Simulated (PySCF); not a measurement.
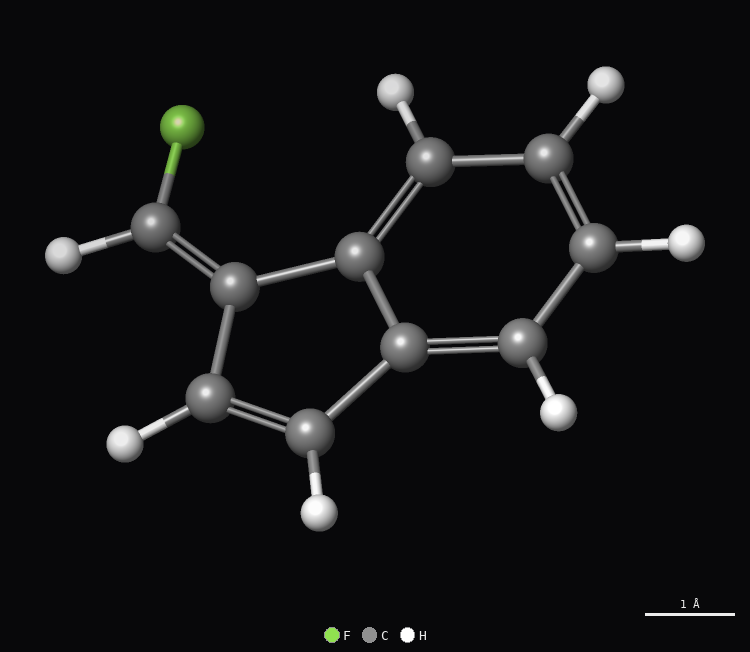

A ball-and-stick model of a molecule. Multiple sticks mark multiple bonds (one Kekulé form).

Description:

The molecule is C₁₀H₇F. SMILES: `F/C=C1/C=Cc2ccccc21`. Independent rings (smallest set): 1 of 5 members, 1 of 6 members, 1 of them aromatic. Among its groups: alkene, C–F bond. The point group is Cs. All atoms lie on one plane. Coordination: 10 C trigonal planar.

The parts below concern this one geometry. Atoms keep their numbers from picture to picture. Computed geometry: PBE0-D3(BJ)/def2-SVP optimisation. No frequency run is at hand to confirm it as a minimum.

### Ring current

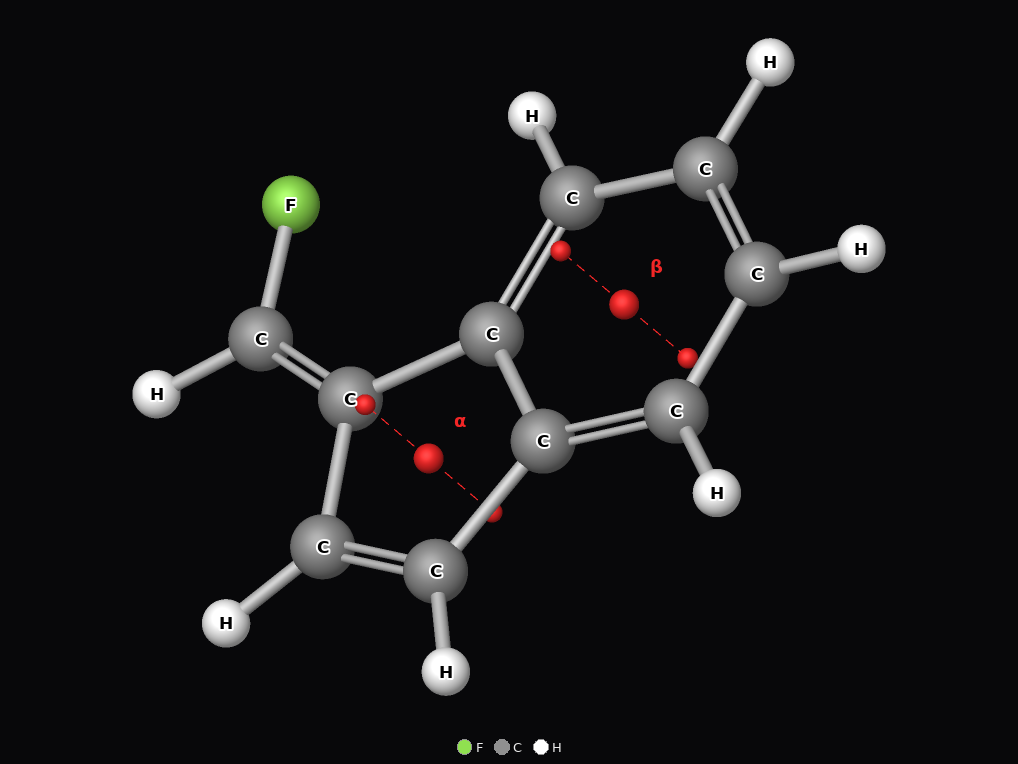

The small points mark where nucleus-independent chemical shifts (NICS) were computed: at the centre of each lettered ring and 1 Å above and below it. No frequency run is at hand to confirm it as a minimum. Method: GIAO PBE0/pcSseg-1 NMR shielding, non-relativistic, IEF-PCM methanol (PySCF 2.14.0).

Give NICS(0), NICS(1) and the out-of-plane component NICS(1)zz for each ring (means of the two sides).

| ring | members | NICS(0) | NICS(1) | NICS(1)zz |
| --- | --- | --- | --- | --- |
| α | C5 | −0.2 | −4.0 | −3.3 |
| β | C6 | −7.7 | −10.6 | −25.8 |

Values in ppm.

**What do the values say about the ring currents?**

Ring α: weak, as in a non-aromatic ring. Ring β: diatropic, as in an aromatic ring. NICS is one index among several.

### Electronic properties

No frequency run is at hand to confirm it as a minimum. Method: PBE0/pcSseg-1 in methanol (IEF-PCM) (PySCF 2.14.0).

**Estimate the dipole moment.**

1.68 D.

**What is the HOMO energy (Kohn–Sham orbital)?**

−6.44 eV.

**Give the LUMO energy (Kohn–Sham orbital) at this level.**

−1.83 eV.

### NMR shielding

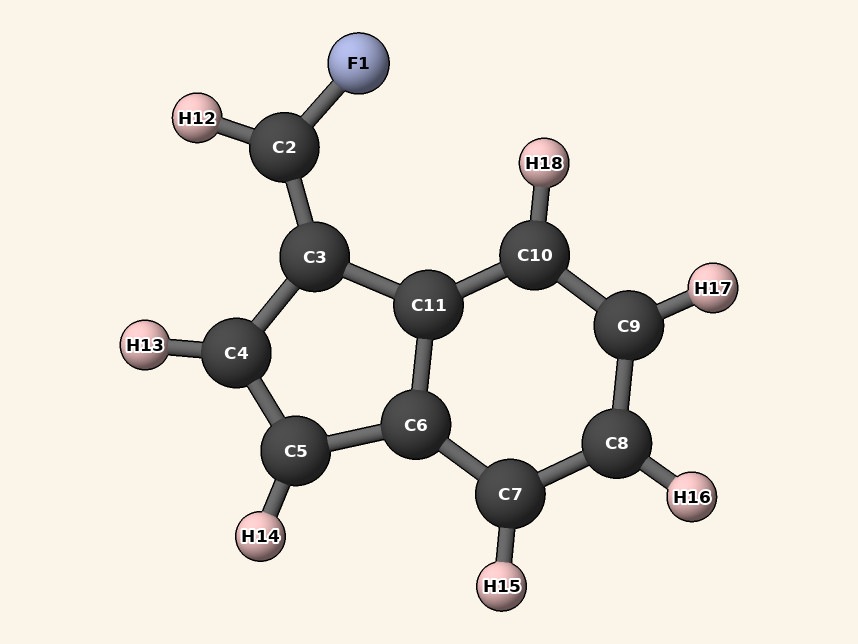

No frequency run is at hand to confirm it as a minimum. Properties computed with GIAO PBE0/pcSseg-1 NMR shielding, non-relativistic, IEF-PCM methanol (PySCF 2.14.0). Principal shieldings σ11 ≤ σ22 ≤ σ33, span Ω = σ33 − σ11, skew κ = 3(σiso − σ22)/Ω.

Give the shielding tensors of the F atoms.

```json
{"atom": "F1", "σ11": "166.7", "σ22": "228.4", "σ33": "436.5", "σiso": "277.2", "Ω": "269.9", "κ": "0.54"}
```

Shieldings and span in ppm.

### Charges

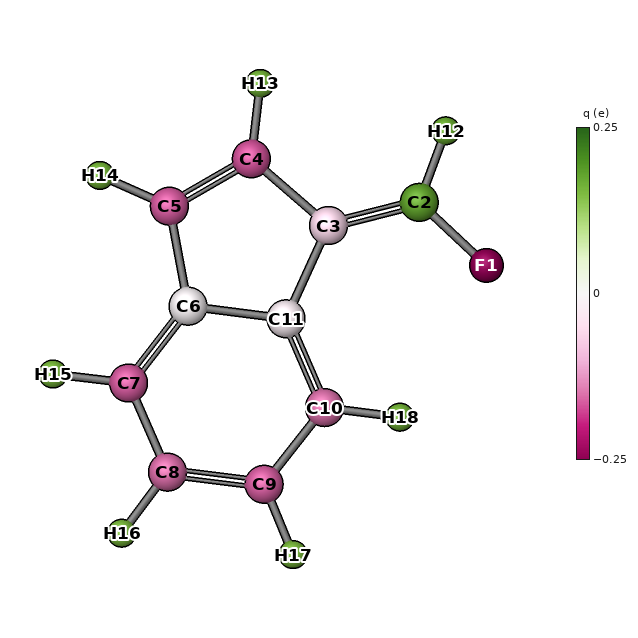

Atoms are coloured by their IAO charges. No frequency run is at hand to confirm it as a minimum. Properties computed with PBE0/pcSseg-1 in benzene (IEF-PCM) (PySCF 2.14.0).

Give the IAO charges atom by atom.

```json
{"atom": "F1", "value (e)": "−0.25"}
{"atom": "C2", "value (e)": "0.18"}
{"atom": "C3", "value (e)": "−0.06"}
{"atom": "C4", "value (e)": "−0.17"}
{"atom": "C5", "value (e)": "−0.16"}
{"atom": "C6", "value (e)": "−0.01"}
{"atom": "C7", "value (e)": "−0.16"}
{"atom": "C8", "value (e)": "−0.15"}
{"atom": "C9", "value (e)": "−0.16"}
{"atom": "C10", "value (e)": "−0.15"}
{"atom": "C11", "value (e)": "−0.02"}
{"atom": "H12", "value (e)": "0.17"}
{"atom": "H13", "value (e)": "0.16"}
{"atom": "H14", "value (e)": "0.16"}
{"atom": "H15", "value (e)": "0.16"}
{"atom": "H16", "value (e)": "0.16"}
{"atom": "H17", "value (e)": "0.16"}
{"atom": "H18", "value (e)": "0.16"}
```
